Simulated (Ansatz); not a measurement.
ClH$_{2}$O$_{2}$Si (charge −1)

The calculation's input:

```
crystal:
  periodic: [false, false, false]
  atoms:
    - symbol: Cl
      position_ang: [-1.829673, -0.593842, 0.102560]
    - symbol: O
      position_ang: [1.023971, -0.179727, 0.825203]
    - symbol: O
      position_ang: [0.326928, 1.091694, -1.576544]
    - symbol: Si
      position_ang: [-0.067216, 0.733116, -0.111743]
    - symbol: H
      position_ang: [-0.518341, 1.847913, 0.788328]
    - symbol: H
      position_ang: [0.558031, -0.845422, 1.337146]
basis:
  gaussian:
    orbitals: def2-TZVPD
output: {forces: true, orbitals: {seedname: orbitals}}
hamiltonian:
  xc: {name: PBE0}
total_charge: -1
```

Launched as:

```sh
ansatz run input.yaml --threads 2 --pin off --max-ram 4350MiB --events-out events.jsonl --progress --plain --runs-dir runs
```

Geometry: PBE0-D3(BJ)/def2-SVPD.

Level of theory: Ansatz, isolated molecule in a Gaussian basis; Kohn-Sham density functional theory, functional PBE0.

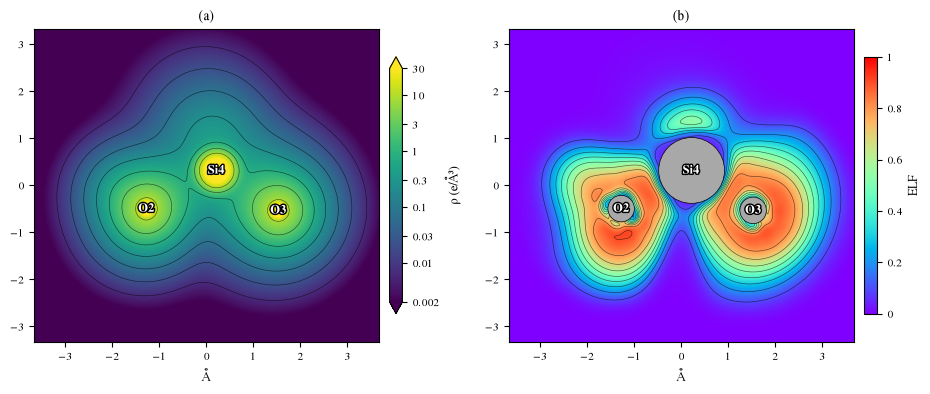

Figure 1. (a) total electron density; (b) electron localisation function on the plane of atoms O2, Si4 and O3. Grey discs cover the atomic cores in the ELF map.

Read the bonding off the picture.

The section cuts through O and Si sites. Si–O (1.56 Å): ρ at the midpoint is about 1.4 e/Å³; the ELF peaks at about 0.85 between the atoms: a short, strongly polar bond. Si–O (1.70 Å): ρ at the midpoint is about 1.1 e/Å³; the ELF peaks at about 0.85 between the atoms; a polar covalent bond. The ELF also peaks beside O3 and O2, away from the bonds: lone-pair regions.

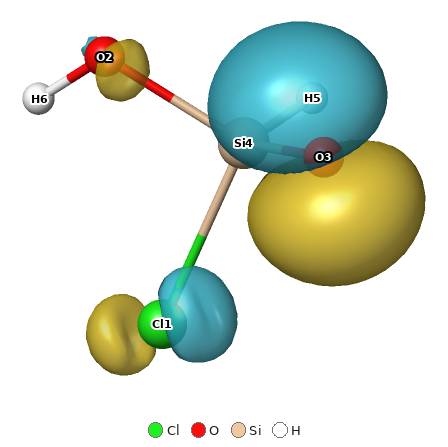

Figure 2. The HOMO−1 at ±0.15 Å⁻³ᐟ² (yellow and cyan are the two phases), seen at a tilt.

Where does this orbital lie, and at what energy?

It lies mainly on O3 (about 75 %), Si4 (about 15 %) and Cl1 (about 5 %); largely a lone pair of O3. Its energy is −2.54 eV.
